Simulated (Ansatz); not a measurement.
# AlFH₃N: what the fields show

Input file:

```
crystal:
  periodic: [false, false, false]
  atoms:
    - { symbol: Al, position_ang: [0.0, 0.0, 0.0] }
    - { symbol: F, position_ang: [0.0, 0.0, 1.69] }
    - { symbol: "N", position_ang: [1.6627, 0.0, -0.96] }
    - { symbol: H, position_ang: [2.1293, -0.9179, -1.2118] }
    - { symbol: H, position_ang: [2.1141, 0.9179, -1.2382] }
    - { symbol: H, position_ang: [-1.351, 0.0, -0.78] }
basis:
  gaussian: { orbitals: def2-SVPD }
hamiltonian:
  xc: pbe0
relax:
  f_tol: 0.02
  max_steps: 40
output:
  orbitals: {}
```

Run with:

```sh
ansatz run input.yaml --threads 1 --pin off --max-ram 2048MiB --backend cpu --events-out ev --progress --plain --runs-dir out
```

The fields are those of the run's last geometry, not of the input's.

Theory: RKS PBE0/def2-SVPD in Ansatz.

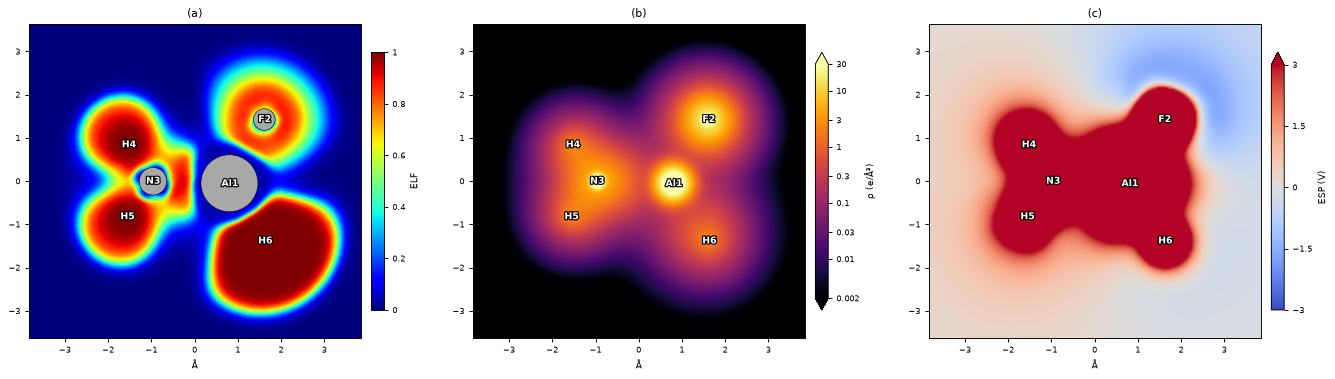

Figure 1. (a) ELF; (b) total electron density; (c) molecular electrostatic potential on the molecular plane. Grey discs cover the atomic cores in the ELF map.

**Interpret the plot.**

The section cuts through Al, F, N and H sites. Al–F (1.68 Å): ρ at the midpoint is about 0.76 e/Å³; the ELF peaks at about 0.85 in the valence shell of F, 0.6 Å from its nucleus, and is about 0.30 at the midpoint. Al–N (1.77 Å): ρ is about 0.85 e/Å³ halfway; the ELF peaks at about 0.90 in the valence shell of N, 0.7 Å from its nucleus, and is about 0.65 at the midpoint. N–H (1.01 Å): the density is about 2.8 e/Å³ at the midpoint; the ELF climbs to about 1 towards the hydrogen, as it does in any bond to H: a covalent bond by its length. Al–H (1.57 Å): ρ at the midpoint is about 0.56 e/Å³; the ELF climbs to about 1 towards the hydrogen. The ELF also peaks beside F2, away from the bonds: lone-pair regions. Outside the dense part of the molecule the potential is most negative (−1.7 V) near F2.

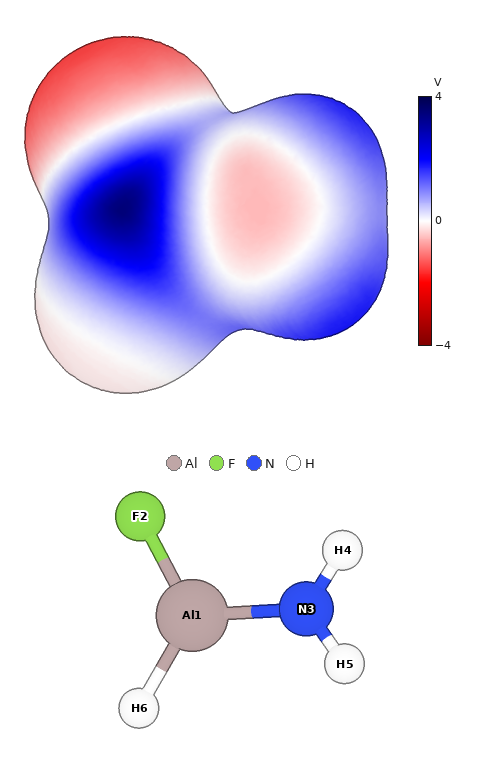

Figure 2. The molecular electrostatic potential painted on the density surface at 0.002 e/bohr³, seen at a tilt; the colour scale runs from red (negative) to blue (positive). The bare structure is drawn below in the same view.

**Which sites attract a positive test charge, and which a negative one?**

A positive charge is drawn to the negative regions and a negative charge to the positive ones. The most negative region (about −1.5 V, or −35 kcal/mol for a unit charge) lies over F2, the most positive (about +3.4 V, or +78 kcal/mol for a unit charge) over Al1.

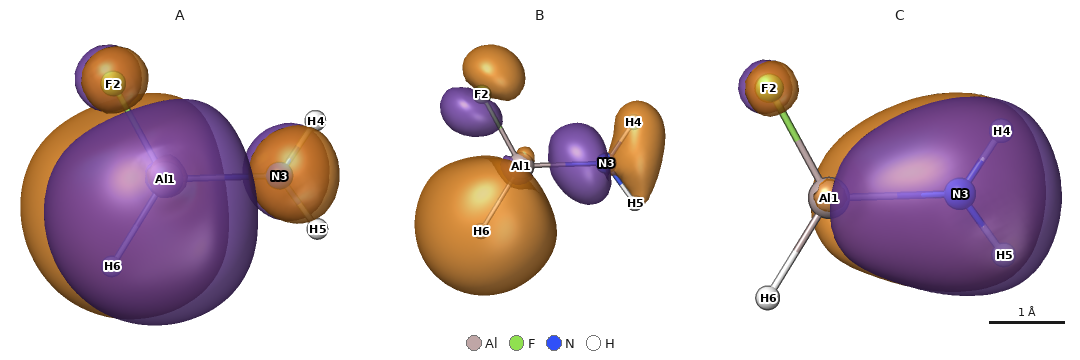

Figure 3. Three frontier orbitals at ±0.08 Å⁻³ᐟ² (orange and purple are the two phases), in no order.

**Which picture is the HOMO−1, the HOMO and the LUMO?**

B is the HOMO−1 (−9.42 eV). By Hirshfeld shares it lies mainly on H6 (about 45 %), Al1 (about 35 %), N3 (about 10 %) and F2 (about 10 %); it is symmetric in the molecular plane (an in-plane orbital: σ, lone-pair or in-plane π type). C is the HOMO (−7.87 eV). Its weight (Hirshfeld) is mainly on N3 (about 70 %); it changes sign across the molecular plane (π type). A is the LUMO (−0.29 eV). By Hirshfeld shares it lies mainly on Al1 (about 75 %), H6 (about 10 %) and N3 (about 10 %); it changes sign across the molecular plane (π type).

**What is the HOMO–LUMO gap?**

7.58 eV between the orbital energies.
